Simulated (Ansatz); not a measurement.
**What a change does: single-point calculation on GaH2Cl3**

System: GaH2Cl3.
Method of the first run: RKS r2SCAN0-D4/def2-TZVPP (Ansatz 0.2.0).

The geometry comes from this level: PBE0-D4/def2-TZVP. Text and figures count atoms from 1; the logs count them from 0 in places.

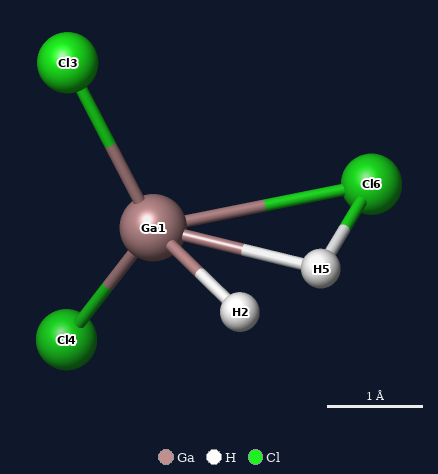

Figure 1. The input geometry (ball-and-stick view, seen at a tilt; atoms are numbered from 1 in the order of the input). Sticks mark near contacts.

**The input, the first run**
```yaml
crystal:
  periodic: [false, false, false]
  atoms:
    - {symbol: Ga, position_ang: [-0.318345, 0.333810, -0.265097]}
    - {symbol: H, position_ang: [1.345823, 0.070581, -0.365954]}
    - {symbol: Cl, position_ang: [-1.419682, -0.470534, -1.887270]}
    - {symbol: Cl, position_ang: [-0.849587, 2.137634, 0.712331]}
    - {symbol: H, position_ang: [1.112076, -0.681601, 0.439998]}
    - {symbol: Cl, position_ang: [0.129615, -1.389890, 1.366092]}
basis:
  gaussian: {orbitals: def2-TZVPP}
hamiltonian: {xc: {name: r2SCAN0}, dispersion: d4}
```

Command:
```bash
ansatz run in.yaml --threads 4 --pin off --events-out ev --progress --plain --max-ram 9574MiB
```

Hardware: 4 threads of Arm Neoverse V2, 23 GiB of memory available, shared host.

**Output (the first run)**
```
Functional definition: r2SCAN0
  parameter a = 0.25
  parameter k0 = 0.174
  parameter k1 = 0.065
  parameter a1 = 4.9479
  exchange = (1 - a)*r2scan_x(k0 = k0, k1 = k1, a1 = a1) + a*exact_x
  correlation = r2scan_c
1506 factors; their error is unknown
mean field evaluation 1: about -89977.3727 eV, gradient 2.6e1 eV
mean field evaluation 2: about -89976.9684 eV, gradient 3.4e1 eV
mean field evaluation 4: about -89978.4099 eV, gradient 7.3e-1 eV
mean field evaluation 8: about -89978.6872 eV, gradient 2.5e-1 eV
mean field evaluation 16: about -89978.6873 eV, gradient 5.2e-5 eV
mean field -89978.68727787 eV, -3306.6557677169 hartree, gradient 5.2e-5 eV, S^2 0.000000; 0 other end points of the search recorded, 0 dependent functions left out
reference -89978.68728584 eV, -3306.6557680098 hartree; 42, 42 occupied and 160, 160 virtual orbitals, 1506 factors
Total energy: -89978.74344240 eV, -3306.6578317254 hartree
```

For the second run the input was changed thus:
```diff
-    - {symbol: Ga, position_ang: [-0.318345, 0.333810, -0.265097]}
-    - {symbol: H, position_ang: [1.345823, 0.070581, -0.365954]}
-    - {symbol: Cl, position_ang: [-1.419682, -0.470534, -1.887270]}
-    - {symbol: Cl, position_ang: [-0.849587, 2.137634, 0.712331]}
-    - {symbol: H, position_ang: [1.112076, -0.681601, 0.439998]}
-    - {symbol: Cl, position_ang: [0.129615, -1.389890, 1.366092]}
+    - {symbol: Ga, position_ang: [0.016466, 0.703335, -0.500030]}
+    - {symbol: H, position_ang: [1.427696, 1.116813, -0.974820]}
+    - {symbol: Cl, position_ang: [-1.056078, -0.909483, -1.465006]}
+    - {symbol: Cl, position_ang: [-1.229782, 1.978627, 0.680997]}
+    - {symbol: H, position_ang: [0.052458, -1.865459, 0.809427]}
+    - {symbol: Cl, position_ang: [0.789140, -1.023832, 1.449532]}
```

What does this change do to the results?

With the same method and basis, the second run lies 16.3 kcal/mol lower.

**Output (the second run)**
```
Functional definition: r2SCAN0
  parameter a = 0.25
  parameter k0 = 0.174
  parameter k1 = 0.065
  parameter a1 = 4.9479
  exchange = (1 - a)*r2scan_x(k0 = k0, k1 = k1, a1 = a1) + a*exact_x
  correlation = r2scan_c
1506 factors; their error is unknown
mean field evaluation 1: about -89978.0668 eV, gradient 2.5e1 eV
mean field evaluation 2: about -89977.8868 eV, gradient 3.2e1 eV
mean field evaluation 4: about -89979.1157 eV, gradient 7.4e-1 eV
mean field evaluation 8: about -89979.3938 eV, gradient 1.4e-1 eV
mean field evaluation 16: about -89979.3938 eV, gradient 2.4e-5 eV
mean field -89979.39378157 eV, -3306.6817312490 hartree, gradient 2.4e-5 eV, S^2 0.000000; 0 other end points of the search recorded, 0 dependent functions left out
reference -89979.39378987 eV, -3306.6817315541 hartree; 42, 42 occupied and 160, 160 virtual orbitals, 1506 factors
Total energy: -89979.44930497 eV, -3306.6837716962 hartree
```

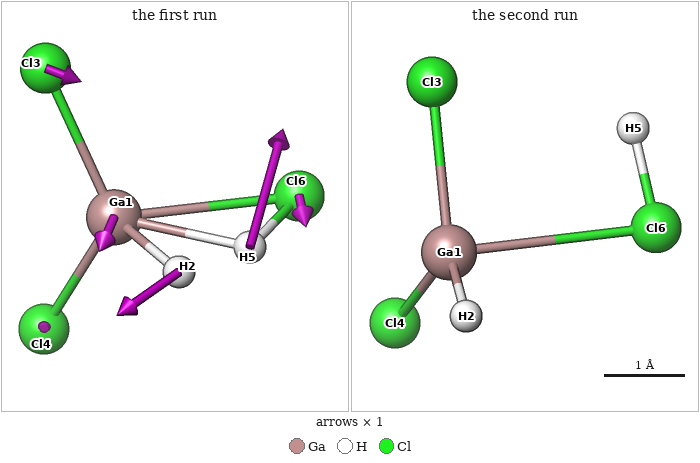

Figure 2. The two input geometries at one scale (ball-and-stick view, seen at a tilt). The pink arrows on the first give the shifts of the atoms after the best rigid fit, at true length. The largest move after the best rigid fit is that of H5, 1.83 Å. By element the largest moves are H 1.83 Å, Ga 0.62 Å, Cl 0.50 Å. Among the contacts that change: Ga1–H5 1.891 → 2.884 Å, Ga1–Cl6 2.415 → 2.717 Å, H5–Cl6 1.525 → 1.289 Å, Ga1–H2 1.688 → 1.545 Å.

**The two runs side by side**

| quantity | the first run | the second run |
| --- | --- | --- |
| outcome | converged | converged |
| total energy (hartree) | −3306.657832 | −3306.683772 |
| basis functions | 202 | 202 |
| wall time (shared host) | 3.6 s | 3.6 s |
